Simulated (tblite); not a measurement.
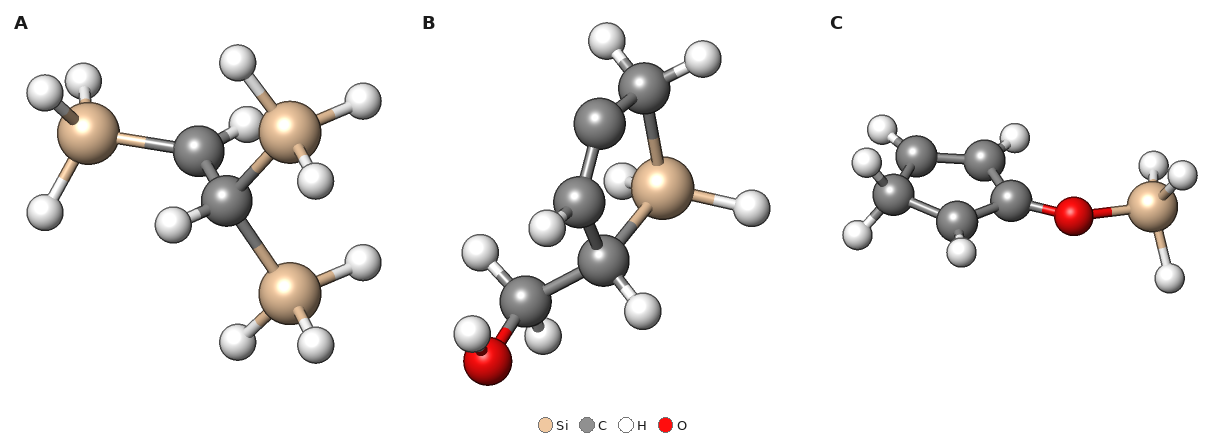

Source: calculation with tblite.

Match each picture to its SMILES.
(1) OC[C@@H]1C=[C]C[SiH2]1
(2) [SiH3]O[C+]1[CH]CC=C1
(3) [SiH3][CH]C([SiH3])[SiH3]

Answer. A is (3), B is (1), C is (2).
